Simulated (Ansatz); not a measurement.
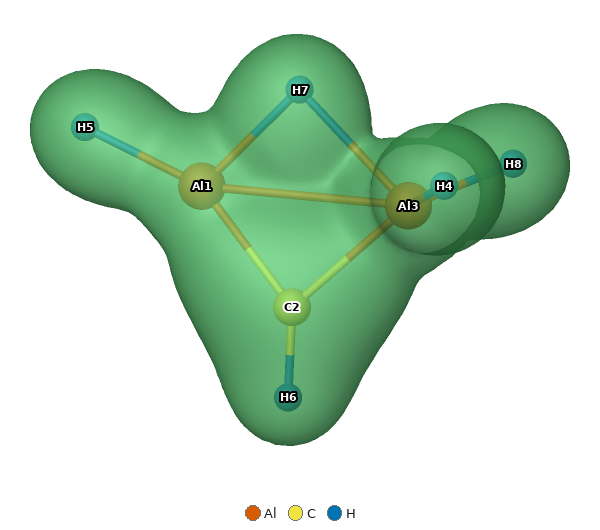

Figure 1: CH$_{5}$Al$_{2}$ (charge −1). Isosurface of the total electron density at 0.2 e/Å³ (green), seen at an oblique angle.

Geometry: PBE0-D4/def2-TZVPD.

Level of theory: RKS PBE0-D4/def2-TZVPPD in Ansatz 0.2.0.

```xyz
8

Al    0.0255    0.3029   -0.8096
C    -0.7398   -0.0663    0.7898
Al    0.9494   -0.8263    1.3374
H     2.0356   -0.0730    2.3006
H     0.0014    0.8893   -2.3069
H    -1.6990    0.0554    1.2812
H     1.5615   -0.3480   -0.4164
H     1.2707   -2.4290    1.3910
```

### Which contacts does the surface bridge?

At this value the surface is in one piece. It bridges the sampled C–Al (1.81 Å), Al–Al (2.60 Å), C–H (1.08 Å) and C–Al (1.93 Å) contacts, where the density stays above the isovalue. On the grid the lowest density along these lines, outside the cores, is 0.7 e/Å³ (C–Al, 1.81 Å), 0.27 e/Å³ (Al–Al, 2.60 Å), 1.8 e/Å³ (C–H, 1.08 Å) and 0.61 e/Å³ (C–Al, 1.93 Å).
